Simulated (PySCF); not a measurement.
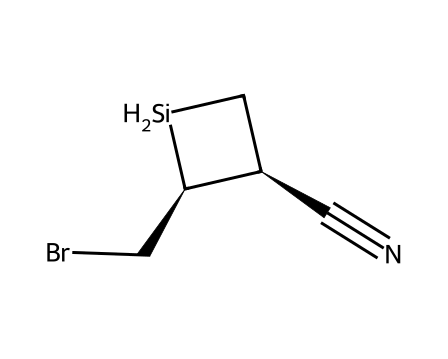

The computed structure is the end point of a GFN2-xTB optimisation. No frequency run is at hand to confirm it as a minimum. Level of theory: B3LYP/def2-SVPD, gas phase (PySCF 2.14.0). Excitations: vertical, linear response.

> Give the lowest vertical singlet excitation at this level.

5.91 eV.

> Give the HOMO energy (Kohn–Sham orbital) at this level.

−7.84 eV.

> Give the dipole moment at this level.

3.77 D.

> Give the HOMO–LUMO gap at this level.

6.96 eV.

The geometry is semi-empirical. Around Br, Si such bond lengths and angles can be off by a tenth of an ångström or more and by several degrees, and values that hang on the shape move with them.
